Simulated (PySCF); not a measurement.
SMILES [SiH3]c1c([SiH3])cccc1, GFN2-xTB optimised geometry. Atoms within 1.6 Å of the plane z = 1.2 Å (x, y, z in Å): Si1 (-1.72, -2.04, 0.01), C2 (-0.70, -0.45, 0.00), C3 (-1.37, 0.77, 0.00), C4 (-0.69, 1.98, 0.00), C5 (0.69, 1.97, 0.00), C6 (1.37, 0.77, 0.00), C7 (0.70, -0.45, 0.00), Si8 (1.72, -2.04, -0.01), H9 (-3.14, -1.68, -0.12), H10 (-1.53, -2.75, 1.28), H12 (-2.45, 0.78, 0.00), H13 (-1.24, 2.91, 0.00), H14 (1.24, 2.91, 0.00), H15 (2.45, 0.78, 0.00), H16 (1.33, -2.91, 1.10), H17 (3.14, -1.68, 0.13).

Method: PBE/def2-SVP run with PySCF.

Map of the Laplacian of the electron density (e/bohr⁵), clipped to [-1.50, 1.50] on the plane z = 1.2 Å:

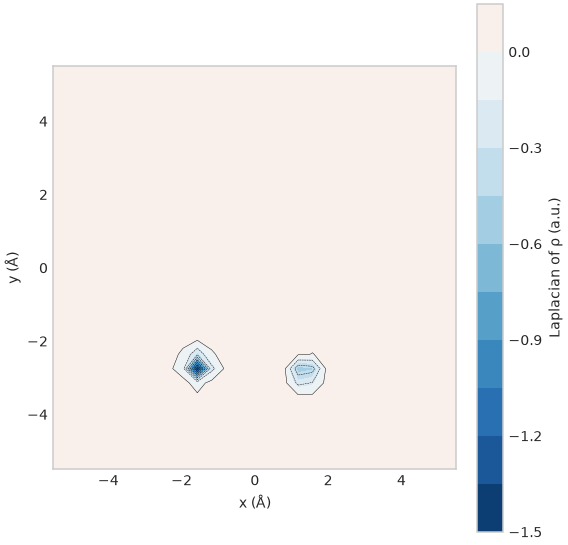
Figure: Laplacian of the electron density (e/bohr⁵), clipped to [-1.50, 1.50] on the plane z = 1.2 Å.
